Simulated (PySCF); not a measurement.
Si(F)(Me)2(SiH3), SMILES C[Si](C)(F)[SiH3] (C₂H₉FSi₂) at its CAM-B3LYP/def2-SVP optimised geometry (Å):

```
14

C      0.6126    -1.8857    -1.9160
Si    -0.0090    -0.1250    -1.8540
C     -1.8742    -0.0578    -1.9364
F      0.5678     0.6427    -3.1816
Si     0.8323     1.0439     0.0000
H      0.2608    -2.4572    -1.0425
H      1.7123    -1.9229    -1.9242
H      0.2476    -2.3926    -2.8230
H     -2.2382     0.9804    -1.9555
H     -2.3231    -0.5578    -1.0634
H     -2.2404    -0.5644    -2.8431
H      2.3231     1.0439     0.0000
H      0.3574     2.4572     0.0000
H      0.3692     0.4002     1.2654
```

Computed with CAM-B3LYP/def2-TZVP in PySCF. Cells within 0.4 Å of a nucleus heavier than hydrogen are left out (blank, or x).

Map of the electron localisation function on the plane z = 0.0 Å:

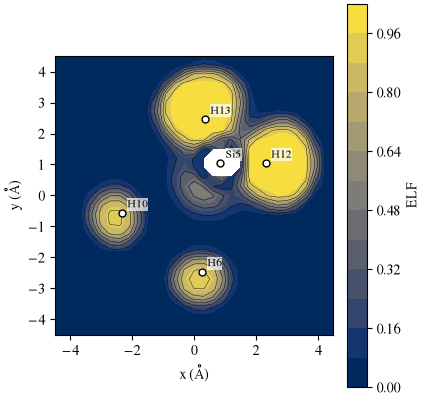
Electron localisation function on the plane z = 0.0 Å.
